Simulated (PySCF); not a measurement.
Consider C$_{7}$H$_{13}$FO.

Input

```
{"job": {"xc": "PBE0", "basis": "6-31G*", "kind": "nmr", "pop": true}, "charge": 0, "multiplicity": 1}
C      0.701339    -1.220319     0.993146
C      0.455907    -0.207862    -0.124197
C      1.327374     1.031938     0.104882
C      2.773556     0.807155    -0.215693
O      3.249404    -0.183265    -0.695329
C     -1.027023     0.172529    -0.314802
C     -1.859572    -1.019829    -0.786519
C     -1.681828     0.762237     0.932828
F     -1.159301     1.996320     1.247467
H      0.490023    -0.792682     1.970766
H      0.092586    -2.109888     0.859026
H      1.745256    -1.522262     0.976120
H      0.786775    -0.665023    -1.063731
H      0.993673     1.865341    -0.521345
H      1.257575     1.380078     1.137960
H      3.409634     1.683855     0.025022
H     -1.065453     0.943129    -1.094242
H     -1.972226    -1.755284     0.005765
H     -2.852506    -0.694888    -1.089004
H     -1.382076    -1.498366    -1.637399
H     -2.752289     0.919986     0.764383
H     -1.541237     0.126487     1.810810
```

Run with:

```sh
OMP_NUM_THREADS=1 python ens_run.py task.json out
```

Geometry: GFN2-xTB.

All numbers below come from PBE0/6-31G*, SCF density, gas phase, non-relativistic (PySCF).

**What can the converged electron density and electron localisation function tell about the bonding?**

C–O (1.20 Å): the density is about 3.4 e/Å³ at the midpoint; the ELF peaks at about 0.85 between the atoms (a short, multiple covalent bond).
C–C (1.50 Å): the density is about 1.8 e/Å³ at the midpoint; the ELF peaks at about 0.95 between the atoms: a covalent bond.
C–H (1.11 Å): the density is about 2 e/Å³ at the midpoint; the ELF climbs to about 1 towards the hydrogen, as it does in any bond to H (an ordinary covalent bond to hydrogen).
C–C (1.53 Å): ρ at the midpoint is about 1.6 e/Å³; the ELF peaks at about 0.95 between the atoms (localised, covalent bonding).

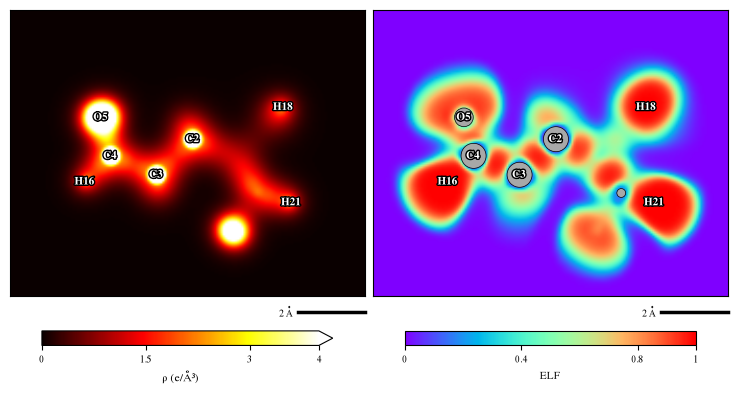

Computed electron density and electron localisation function on the plane of atoms C2, C3 and C4, in this order. Grey discs cover the atomic cores in the ELF map. 
